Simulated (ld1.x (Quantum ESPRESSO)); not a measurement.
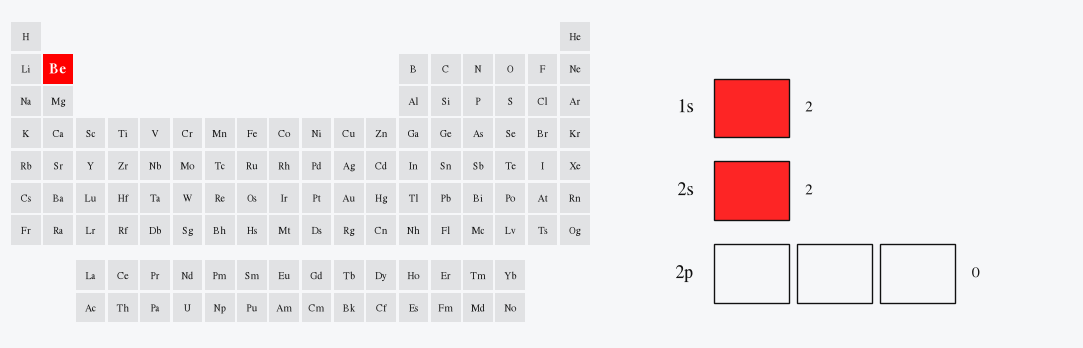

Left, the place of beryllium in the periodic table; right, the valence shells of the reference configuration: a box for each of the 2l + 1 orbitals, shaded by the share of the shell that is filled, with the electron count at the right. The shells are those of the unaltered input.

# Pseudopotential generation, with input and output: Be

System: beryllium (Be, Z = 4), core none, reference valence 1s2 2s2 2p0, valence charge 4. (This line and the method describe the unaltered input from which the odd one was made.)
Method: RRKJ potential, LDA (PZ), scalar-relativistic, made with ld1.x (Quantum ESPRESSO) 7.5.

## Input
```
 &input
   title='Be', zed=4., rel=1, dft='PZ', iswitch=3,
   config='[Ar] 2s2 2p0 3d-2',
   nld=3, rlderiv=3.75, eminld=-10.0, emaxld=5.0, deld=0.04
 /
 &inputp
   pseudotype=2, tm=.false., rho0=0.01, lloc=0,
   nlcc=.false.,
   file_pseudopw='Be.UPF', file_wfcaegen='ae.wfc', file_wfcncgen='nc.wfc', file_beta='beta', file_chi='chi'
 /
3
2P  2  1   0.00   0.00  3.45  3.45  0.0
3D  3  2  -2.00   0.10  3.30  3.30  0.0
1S  1  0   2.00   0.00  0.35  0.35  0.0
 &test
   configts(1)='1s2 2s2 2p0'
 /
```

Run as:
```bash
ld1.x < Be.in > Be.out
```

## The program's output
```
     Program LD1 v.7.5

 %%%%%%%%%%%%%%%%%%%%%%%%%%%%%%%%%%%%%%%%%%%%%%%%%%%%%%%%%%%%%%%%%%%%%%%%%%%%%%
     Error in routine el_config (6):
     wavefunction 2S found too many times
 %%%%%%%%%%%%%%%%%%%%%%%%%%%%%%%%%%%%%%%%%%%%%%%%%%%%%%%%%%%%%%%%%%%%%%%%%%%%%%

     stopping ...
```

## What the run reported

```
quantity                      value
 outcome     refused by the program
hardware  1 CPU thread, shared host
```

## What went wrong

This input holds a deliberate fault: core typed as [Ar] in place of [He]. The generator stopped with the message “el_config: wavefunction 2S found too many times”.
